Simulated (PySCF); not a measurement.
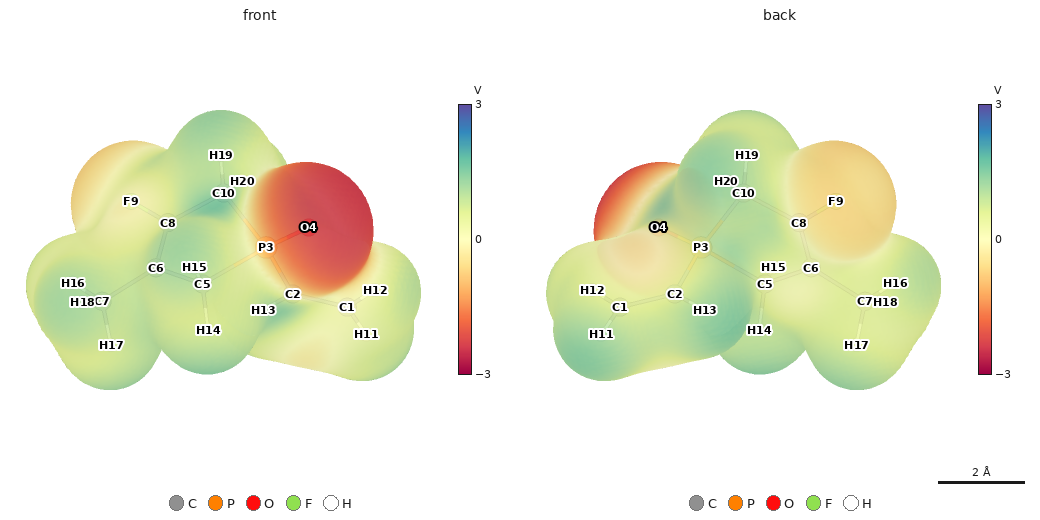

The picture shows: C7H10FOP. The molecular electrostatic potential painted on the density surface at 0.004 e/bohr³, seen from the front and from behind; red is negative and blue positive.

Geometry: GFN2-xTB.

Theory: PBE0/pcSseg-1, SCF density, gas phase, non-relativistic in PySCF.

| atom | x (Å) | y (Å) | z (Å) |
| --- | --- | --- | --- |
| C | 3.1609 | -0.3374 | -0.9039 |
| C | 1.8418 | -0.3138 | -0.8254 |
| P | 1.0565 | 0.7655 | 0.3996 |
| O | 1.9762 | 1.5524 | 1.2240 |
| C | -0.1746 | -0.3076 | 1.2688 |
| C | -1.3713 | -0.2922 | 0.3618 |
| C | -2.4300 | -1.3348 | 0.4989 |
| C | -1.3744 | 0.7077 | -0.5126 |
| F | -2.3734 | 0.8975 | -1.4044 |
| C | -0.2457 | 1.6826 | -0.5418 |
| H | 3.6993 | -0.9537 | -1.6060 |
| H | 3.7440 | 0.2850 | -0.2430 |
| H | 1.2012 | -0.9110 | -1.4577 |
| H | 0.2003 | -1.3169 | 1.4497 |
| H | -0.3975 | 0.1466 | 2.2396 |
| H | -3.2413 | -1.1500 | -0.2002 |
| H | -2.0133 | -2.3231 | 0.3045 |
| H | -2.8289 | -1.3355 | 1.5127 |
| H | -0.4851 | 2.6074 | -0.0079 |
| H | 0.0504 | 1.9420 | -1.5598 |

**Describe the electrostatic potential map.**

The most negative region (about −2.4 V) lies over O4, the most positive (about +1.5 V) over the C, H and P atoms. O4 is the likeliest acceptor of a hydrogen bond.

**What dipole moment does the calculation give?**

Its dipole moment is 3.04 D.
